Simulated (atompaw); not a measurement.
```
Element                 : zirconium (Zr)
Generator               : atompaw 4.2.0.5
Type                    : PAW
Functional              : LDA (PW92)
Relativity              : scalar-relativistic
Frozen core             : [Ar] 3d10 4s2
Valence charge          : 10
Reference configuration : 4p6 4d2 5s1.5 5p0.5
Partial waves           : 5s (bound): rc 3.00 bohr; 5s channel at 0.6 Ry: rc 3.00 bohr; 4p (bound): rc 1.55 bohr; 5p (bound): rc 2.30 bohr; 4d (bound): rc 3.00 bohr; 4d channel at 0.4 Ry: rc 2.20 bohr
Local potential         : ultrasoft scheme with l = 3 at 0 Ry, radius 2.40 bohr
Core correction         : smooth core density matched at 1.75 bohr
Augmentation charge     : besselshape compensation charge, radius 2.65 bohr; PAW radius 3.00 bohr; waves and projectors: custom polynom2 7 10 vanderbiltortho
```

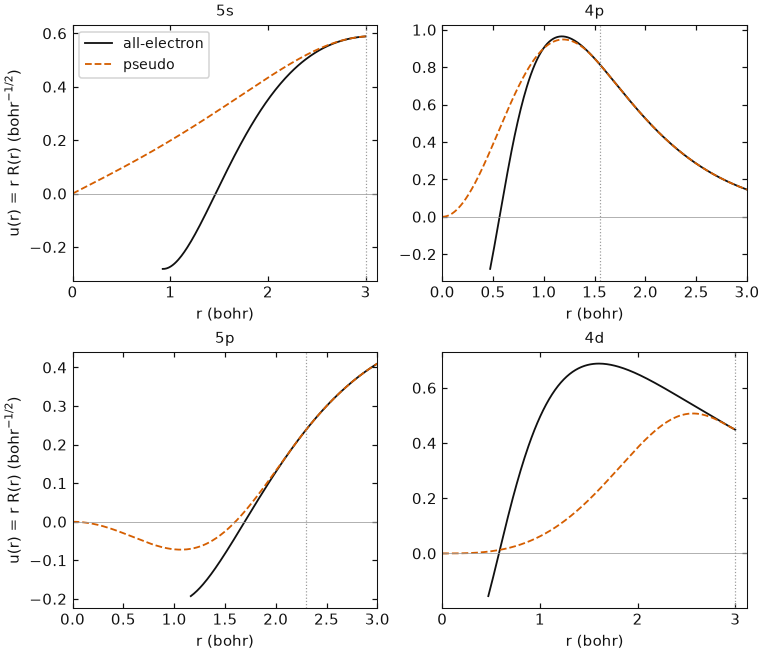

All-electron valence functions (solid) with their pseudo partners (dashed). Dotted lines mark the matching radii. The all-electron curves start outside the innermost oscillations, which aren't drawn.

Pseudo-waves: 5s has no node; 4p has no node; 5p has a node at about 1.6 bohr; 4d has no node. A node in 5p is allowed, since a lower shell of the same l is also in the valence.

* Cutoffs needed: 21 Ry and 50 Ry (the cutoffs, on a coarse ladder, from which the occupation-weighted sum of valence levels, in a spherical-Bessel basis at the reference potential, stays within 10 and 1 mRy of its value at 400 Ry)
* Ghost test: ghost state below the valence levels: s at -6.4 eV (spherical-Bessel basis up to 400 Ry, 20 bohr box)
* Lowest eigenvalue of the overlap operator: 0.46 (d channel)
* Overlap eigenvalues printed by atompaw (projector basis): 0.149, 0.335, 0.624, 17, 118, 943
* Share of each valence orbital outside the PAW sphere: 5s 66 %, 4p 1 %, 5p 88 %, 4d 20 %
